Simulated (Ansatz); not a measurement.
## Isomers of C2H7BO

4 of its isomers, all singlets with charge 0: A = `CCBO`; B = `BOCC`; C = `CB(C)O`; D = `CBOC`.

Shapes, held fixed at every level: PBE0-D4/def2-TZVP. Flexible molecules stand in one conformer, not always the lowest. Programs: Ansatz 0.2.0.

Electronic energies in kJ/mol, without zero-point or thermal terms.

```tsv
level	kind	B − A	C − A	D − A
B3LYP-D4/def2-TZVPP	global hybrid	+68.5	-61.8	+29.2
PBE0-D4/def2-TZVPP	global hybrid	+76.5	-62.9	+35.3
r2SCAN0-D4/def2-TZVPP	global hybrid	+76.8	-65.4	+34.8
wB97M-V/def2-TZVPP	range-separated hybrid	+74.2	-62.8	+34.5
wB97X-V/def2-TZVPP	range-separated hybrid	+69.9	-60.1	+32.3
CCSD/def2-SVP	coupled cluster or CI	+67.6	-55.5	+33.6
CCSD(T)/def2-TZVPP	coupled cluster or CI	+72.6	-60.2	+35.6
CCSD(T)/CBS estimate	coupled cluster or CI	+74.7	-60.8	+37.0
```

The highest level, CCSD(T)/CBS estimate, puts C lowest of these. All levels agree on that. The B − A difference spans +67.6 to +76.8 kJ/mol over the levels. The CBS estimate extrapolates MP2 from def2-TZVPP and def2-QZVPP and adds CCSD(T) − MP2 in the triple-zeta set, cores frozen.

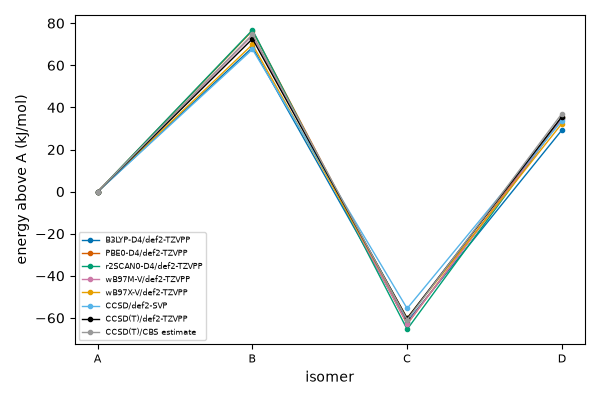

Relative energies of the isomers.
